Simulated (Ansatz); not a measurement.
**Effect of Pt on a Os site, symmetric start on Os**

Base system: a 16-atom supercell of Os in the hcp (Mg type) structure (space group P6_3/mmc, No. 194; a = 2.755 Å, c = 4.344 Å) at its relaxed geometry.

Perturbation: a neutral Pt on a Os site, symmetric start, atoms relaxed at fixed cell.

Computed with PBE (Ansatz, a first-principles code; PAW; 420 eV plane waves; scalar-relativistic without spin-orbit coupling). Settings: 7×7×7 k-points, 0.05 eV Fermi–Dirac smearing.

```csv
quantity,base,changed,shift
pressure,0.1 GPa,1.9 GPa,+1.8 GPa
energy gained by relaxation,–,0.06 eV,–
largest displacement of a host atom from its site in the perfect cell,–,0.03 Å,–
mean distance from the defect site to its nearest host atoms,5.09 bohr,5.13 bohr,+0.04 bohr
```

Final structure:

```
CELL_PARAMETERS angstrom
      5.50971     0.00000    -4.34430
     -2.75485     4.77155     0.00000
      5.50971     0.00000     4.34430
ATOMIC_POSITIONS crystal
  Pt 0.70831 0.33331 0.45831
  Os 0.70881 0.83381 0.45881
  Os 0.95924 0.33252 0.70924
  Os 0.95924 0.83596 0.70924
  Os 0.20836 0.33336 0.95836
  Os 0.20879 0.83379 0.95879
  Os 0.45684 0.33193 0.20684
  Os 0.45684 0.83176 0.20684
  Os 0.04478 0.16619 0.28923
  Os 0.04478 0.66782 0.28923
  Os 0.28804 0.16609 0.54414
  Os 0.29161 0.66667 0.54174
  Os 0.53923 0.16619 0.79478
  Os 0.53923 0.66782 0.79478
  Os 0.79414 0.16609 0.03804
  Os 0.79174 0.66667 0.04161
```

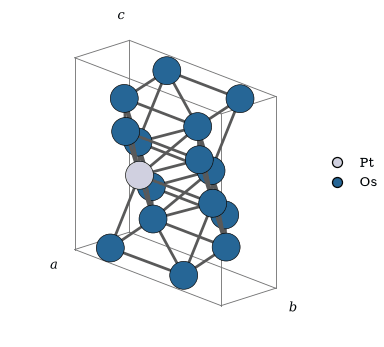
The relaxed cell after the change

The cell is small, so the values are those of an ordered compound at a high defect concentration; dilute-limit values will differ. The defect started on the symmetric site and kept its symmetry, so it may sit on a saddle. The final runs are not spin-polarised. The defect cell is not spin-polarised.
